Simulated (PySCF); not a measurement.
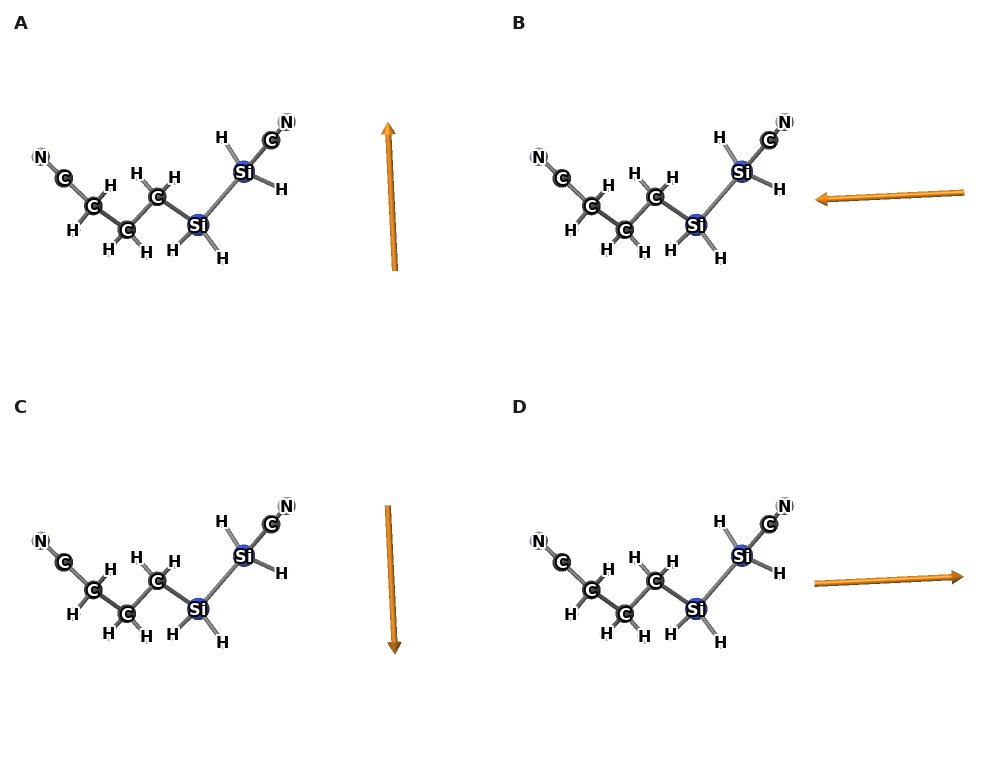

The same molecule four times, each with an arrow. The computed structure is the end point of a GFN2-xTB optimisation. No frequency run is at hand to confirm it as a minimum. Level of theory: PBE0/pcSseg-1, gas phase (PySCF 2.14.0).

Which arrow points along the dipole moment, from the negative to the positive end?

C. The dipole moment is 4.26 D.

The geometry is semi-empirical. Around Si such bond lengths and angles can be off by a tenth of an ångström or more and by several degrees, and values that hang on the shape move with them.
